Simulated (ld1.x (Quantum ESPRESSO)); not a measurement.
Run report: In, pseudopotential generation (part 2 of 2)

The same run, continued: indium (In, Z = 49), core [Kr], reference valence 4d10 5s2 5p1, valence charge 13. Method: RRKJ potential, PBE, fully relativistic, made with ld1.x (Quantum ESPRESSO) 7.5.

Output of the test run (extracts), continued:
```
     ---------------------- Testing the pseudopotential ----------------------

     In
     dirac relativistic calculation

     atomic number is 49.00   valence charge is 13.00
     dft =PBE   lsd =0 sic =0 latt =0  beta=0.20 tr2=1.0E-14
     mesh =1241 r(mesh) = 100.30140 xmin = -7.00 dx = 0.01250

     n l  j  nl             e AE (Ry)       e PS (Ry)    De AE-PS (Ry)
     3 2 1.5 4D   1( 3.60)       -2.39228       -2.42916        0.03688  !
     3 2 2.5 4D   1( 5.40)       -2.32507       -2.36102        0.03595  !
     1 0 0.5 5S   1( 2.00)       -1.27807       -1.27751       -0.00056
     2 1 0.5 5P   1( 0.33)       -0.77155       -0.76581       -0.00575  !
     2 1 1.5 5P   1( 0.67)       -0.73246       -0.72585       -0.00661  !

     eps = 7.4E-15  iter = 17

     Etot =  -11764.590443 Ry,   -5882.295221 Ha, -160065.407281 eV
     Etotps =  -161.828858 Ry,     -80.914429 Ha,   -2201.793783 eV
     dEtot_ae =       1.845368 Ry
     dEtot_ps =       1.863272 Ry,   Delta E=      -0.017904 Ry

     Ekin =      84.937477 Ry,      42.468739 Ha,    1155.633248 eV
     Encl =    -167.591605 Ry,     -83.795802 Ha,   -2280.199943 eV
     Ehrt =      90.418494 Ry,      45.209247 Ha,    1230.206277 eV
     Ecxc =     -68.817218 Ry,     -34.408609 Ha,    -936.305944 eV
     (Ecc =     -48.859116 Ry,     -24.429558 Ha,    -664.762137 eV)
     Epseu=    -100.776007 Ry,     -50.388003 Ha,   -1371.127421 eV

     ---------------------- End of pseudopotential test ----------------------

     ---------------------- Testing the pseudopotential ----------------------

     In
     dirac relativistic calculation

     atomic number is 49.00   valence charge is 13.00
     dft =PBE   lsd =0 sic =0 latt =0  beta=0.20 tr2=1.0E-14
     mesh =1241 r(mesh) = 100.30140 xmin = -7.00 dx = 0.01250

     n l  j  nl             e AE (Ry)       e PS (Ry)    De AE-PS (Ry)
     3 2 1.5 4D   1( 4.00)       -1.63238       -1.63967        0.00729  !
     3 2 2.5 4D   1( 6.00)       -1.56849       -1.57569        0.00720  !
     1 0 0.5 5S   1( 0.00)       -0.73884       -0.74033        0.00149
     2 1 0.5 5P   1( 1.00)       -0.30066       -0.30070        0.00004
     2 1 1.5 5P   1( 2.00)       -0.27311       -0.27288       -0.00022

     eps = 7.0E-16  iter = 23

     Etot =  -11765.559644 Ry,   -5882.779822 Ha, -160078.593935 eV
     Etotps =  -162.814530 Ry,     -81.407265 Ha,   -2215.204529 eV
     dEtot_ae =       0.876167 Ry
     dEtot_ps =       0.877600 Ry,   Delta E=      -0.001434 Ry

     Ekin =      90.957326 Ry,      45.478663 Ha,    1237.537465 eV
     Encl =    -175.268022 Ry,     -87.634011 Ha,   -2384.642923 eV
     Ehrt =      99.482418 Ry,      49.741209 Ha,    1353.527251 eV
     Ecxc =     -69.831088 Ry,     -34.915544 Ha,    -950.100351 eV
     (Ecc =     -48.859116 Ry,     -24.429558 Ha,    -664.762137 eV)
     Epseu=    -108.155164 Ry,     -54.077582 Ha,   -1471.525971 eV

     ---------------------- End of pseudopotential test ----------------------

     ---------------------- Testing the pseudopotential ----------------------

     In
     dirac relativistic calculation

     atomic number is 49.00   valence charge is 13.00
     dft =PBE   lsd =0 sic =0 latt =0  beta=0.20 tr2=1.0E-14
     mesh =1241 r(mesh) = 100.30140 xmin = -7.00 dx = 0.01250

     n l  j  nl             e AE (Ry)       e PS (Ry)    De AE-PS (Ry)
     3 2 1.5 4D   1( 4.00)       -1.27465       -1.27533        0.00068
     3 2 2.5 4D   1( 6.00)       -1.21150       -1.21217        0.00067
     1 0 0.5 5S   1( 2.00)       -0.48021       -0.48026        0.00004
     2 1 0.5 5P   1( 0.43)       -0.09149       -0.09149        0.00000
     2 1 1.5 5P   1( 0.87)       -0.07221       -0.07220       -0.00000

     eps = 7.2E-15  iter = 28

     Etot =  -11766.475092 Ry,   -5883.237546 Ha, -160091.049247 eV
     Etotps =  -163.731411 Ry,     -81.865706 Ha,   -2227.679335 eV
     dEtot_ae =      -0.039282 Ry
     dEtot_ps =      -0.039281 Ry,   Delta E=      -0.000001 Ry

     Ekin =      89.739877 Ry,      44.869938 Ha,    1220.973225 eV
     Encl =    -180.115559 Ry,     -90.057780 Ha,   -2450.597027 eV
     Ehrt =     103.922708 Ry,      51.961354 Ha,    1413.940469 eV
     Ecxc =     -70.154171 Ry,     -35.077085 Ha,    -954.496117 eV
     (Ecc =     -48.859116 Ry,     -24.429558 Ha,    -664.762137 eV)
     Epseu=    -107.124266 Ry,     -53.562133 Ha,   -1457.499887 eV

     ---------------------- End of pseudopotential test ----------------------
```

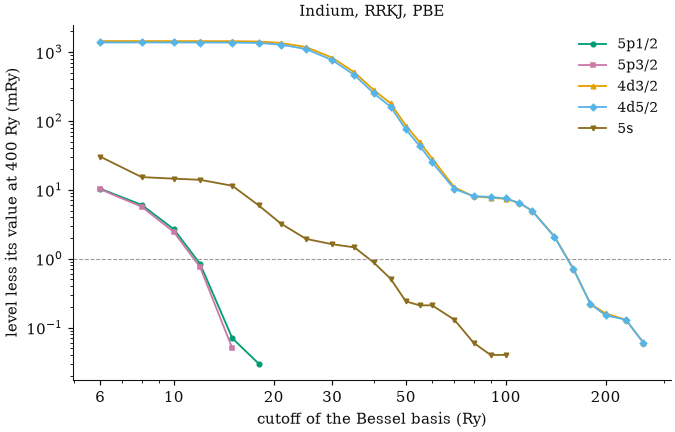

**Figure 1.** The pseudo-atom Hamiltonian at the reference potential is diagonalised in spherical Bessel functions (20 bohr box) up to the cutoff. Curves: distance of each valence level from its value at 400 Ry.

- Hardest occupied shell: 4d: its level needs 160 Ry to come within 1 mRy, against 40 Ry for 5s.
- Cutoffs for 10 and 1 mRy in the occupation-weighted sum of levels: 160 Ry and 260 Ry, on the ladder of cutoffs that was run.
- Cutoffs from which each level stays within 1 mRy: 5p1/2: 12 Ry; 5p3/2: 12 Ry; 4d3/2: 160 Ry; 4d5/2: 160 Ry; 5s: 40 Ry.

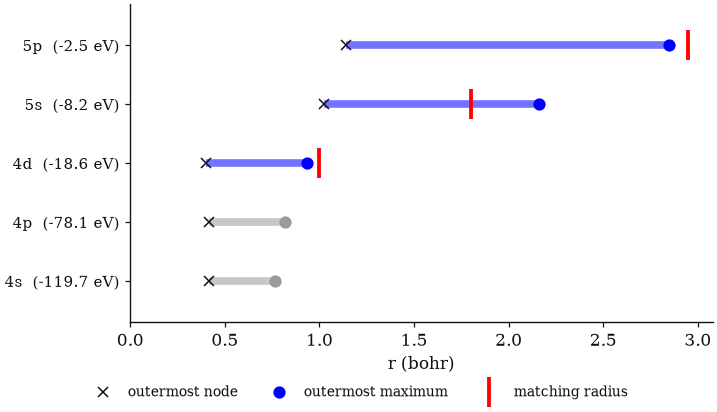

**Figure 2.** Outer shells of the all-electron reference atom: each bar runs from the outermost node (or the nucleus) to the outermost maximum of u(r); the tick is the radius chosen for the pseudo-wave. Shells without a tick have no pseudo-wave of their own. Levels, nodes and maxima are from ld1.x, scalar-relativistic.

- Radii against the shells: 4d: 1.00 bohr, outside the maximum; 5s: 1.80 bohr, between node and maximum; 5p: 2.95 bohr, outside the maximum.

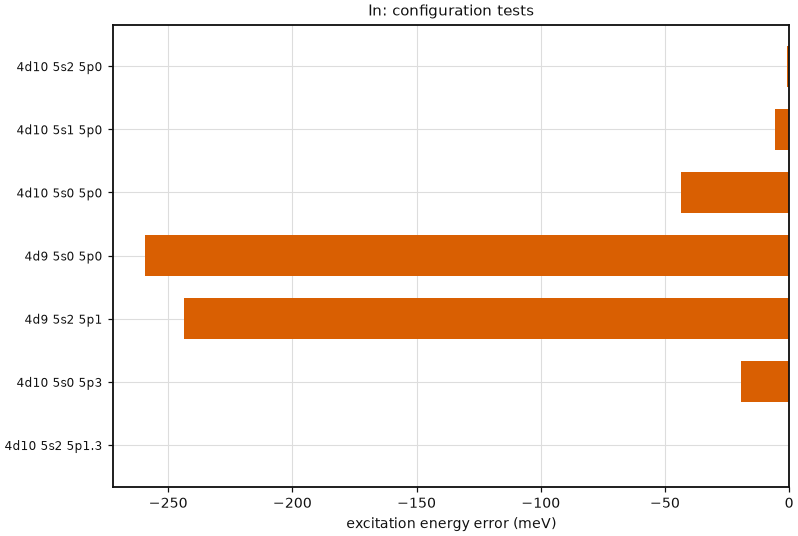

**Figure 3.** Errors, all-electron minus pseudo, of the energies of valence configurations relative to the unpolarised reference 4d10 5s2 5p1.

- Worst configuration: 4d9 5s0 5p0 (charge +4): the error is -259 meV on an all-electron energy of +109.31 eV relative to the reference, or 0.24 %.
- Configurations within 10 meV and within 50 meV: 3 and 5 of 7.
- Errors in meV: 4d10 5s2 5p0: -0.8; 4d10 5s1 5p0: -5.8; 4d10 5s0 5p0: -43; 4d9 5s0 5p0: -259; 4d9 5s2 5p1: -244; 4d10 5s0 5p3: -20; 4d10 5s2 5p1.3: 0.0.

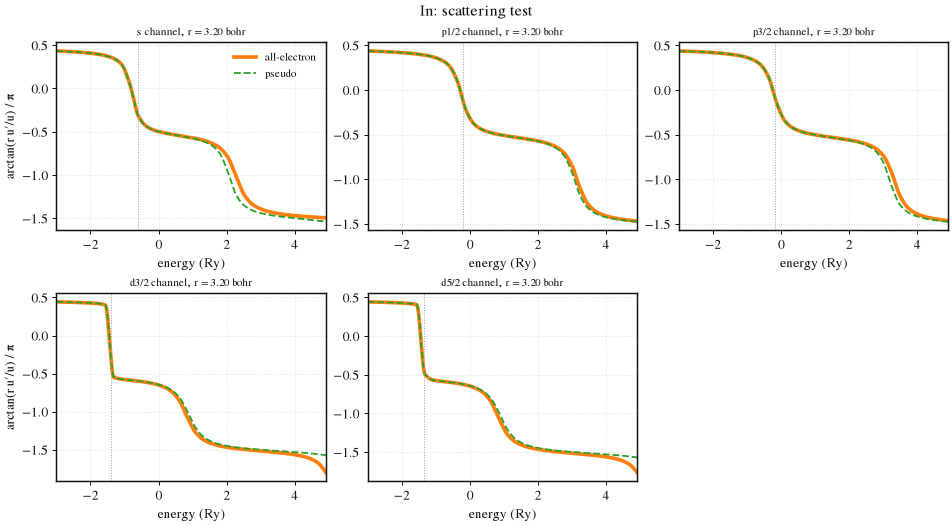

**Figure 4.** Unwrapped phase arctan(r u′/u) in units of π against energy, all-electron (solid) and pseudo (dashed); the pseudo phase is matched to the all-electron one at the reference energy. Here u = r R(r). A near-vertical step is a level narrower than the spacing of the points behind the curves. The dotted line marks the reference energy of the channel.

- Ghost states: the plot shows none: the two phases stay within 0.72 rad of each other in all channels drawn. The separate test gives: no ghost state below the valence levels in the p1/2, p3/2, d3/2, d5/2, s, f channels.
- Range over which the phases agree within 0.05 rad: s: up to about 1.4 Ry; p1/2: up to about 2.6 Ry; p3/2: up to about 2.6 Ry; d3/2: up to about 0.3 Ry; d5/2: up to about 0.4 Ry.

Results in brief:

- outcome: generated
- cutoffs needed: 160 Ry and 260 Ry (the cutoffs, on a coarse ladder, from which the occupation-weighted sum of valence levels, in a spherical-Bessel basis at the reference potential, stays within 10 and 1 mRy of its value at 400 Ry); ghost states and empty shells don't enter this sum
- ghost test: no ghost state below the valence levels in the p1/2, p3/2, d3/2, d5/2, s, f channels (spherical-Bessel basis up to 400 Ry, 20 bohr box)
- largest excitation error: -259 meV (all-electron minus pseudo) for 4d9 5s0 5p0, out of 7 test configurations
- range over which the phases arctan(r u′/u) at the test radius agree within 0.05 rad (a looser test near the poles than one of phase shifts): s: up to about 1.4 Ry; p1/2: up to about 2.6 Ry; p3/2: up to about 2.6 Ry; d3/2: up to about 0.3 Ry; d5/2: up to about 0.4 Ry
- wall time: 2.2 s
